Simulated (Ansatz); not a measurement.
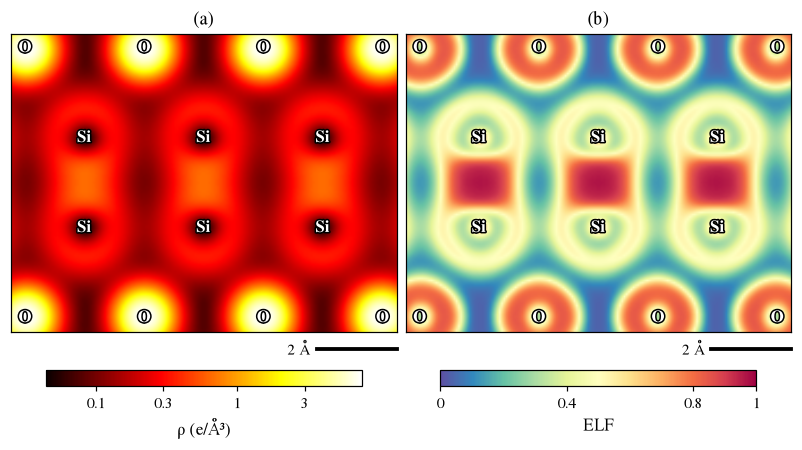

Si2O. (a) valence pseudo-density; (b) ELF on the (110) plane of the conventional cell.

Space group P6/mmm; built by placing these elements on a known structure type; computed pressure about 5 GPa in this cell.

Method: Ansatz, DFT, PAW plane waves, PBE.

Core electrons are frozen (PAW), and the valence fields are smoothed inside the atomic spheres.

### Read the bonding off the picture.

Atoms in the plane: O and Si.
Si–Si (2.25 Å): ρ is about 0.66 e/Å³ halfway; the ELF peaks at about 0.95 between the atoms, as expected for a shared electron pair.
Si–O (2.70 Å): ρ is about 0.18 e/Å³ halfway; the ELF is about 0.15 at the midpoint: no shared electron pair shows on this line.
Between the atoms the lowest density in this plane is 0.08 e/Å³.

### Which way does charge flow, and how much by Bader's partition?

Electrons move from Si towards O. Bader charges: O −0.93 and Si +0.46 e.
